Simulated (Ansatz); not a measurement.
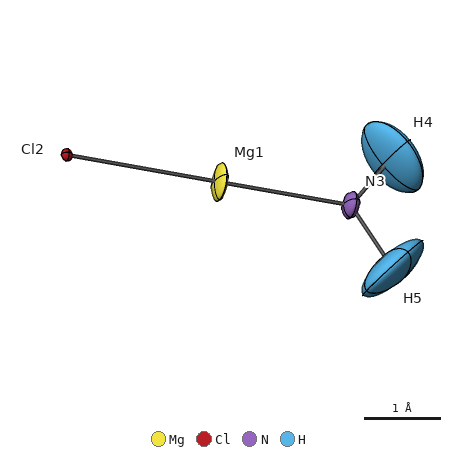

Displacement ellipsoids at the 50 % level, enlarged 1.5 times, from the internal vibrations of the free molecule (harmonic, no overall translation or rotation; no half-axis is drawn under 0.075 Å). Vibrations computed with RKS PBE0-D4/def2-TZVP (Ansatz 0.2.0). Temperature: 298 K.

List U_eq and the three principal root-mean-square amplitudes for each kind of atom.

| atom | U_eq (Å²) | rms amplitudes (Å) |
| --- | --- | --- |
| Mg1 | 0.0081 | 0.029, 0.106, 0.111 |
| Cl2 | 0.0011 | 0.029, 0.034, 0.038 |
| N3 | 0.0053 | 0.044, 0.077, 0.089 |
| H4, H5 | 0.0372 | 0.085, 0.222, 0.235 |
